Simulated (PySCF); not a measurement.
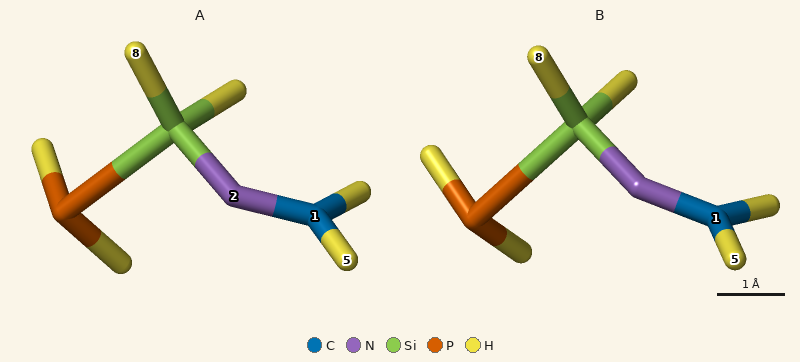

Two geometries of CH6NPSi, drawn at one scale. One is the start of a relaxation, the other its converged end. The picture is a stick view, seen at a tilt.

All numbers below come from PySCF, PBE0-D3(BJ)/def2-SVP geometry optimisation, gas phase. 

Which geometry has the lower energy?

Structure A is the relaxed one. The start comes from GFN2-xTB. The largest move after the best rigid fit is that of an H atom, 0.33 Å. Largest moves by element: H 0.33 Å, N 0.19 Å, P 0.19 Å, Si 0.13 Å, C 0.06 Å. Near-neighbour distances that change, for instance: H–P 1.385 → 1.430 Å, N–Si 1.714 → 1.755 Å, H–Si 1.473 → 1.504 Å, H–Si 1.461 → 1.491 Å. Bond angles that change, for instance: C–N–Si 136.6° → 124.8°, N–Si–H 118.7° → 111.9°, N–Si–H 103.2° → 108.2°. Over 11 geometry steps the energy falls by 16.3 kJ/mol. The largest force component goes from 1.3 to 0.01 eV/Å. The run took roughly 30 core-seconds on a shared host.
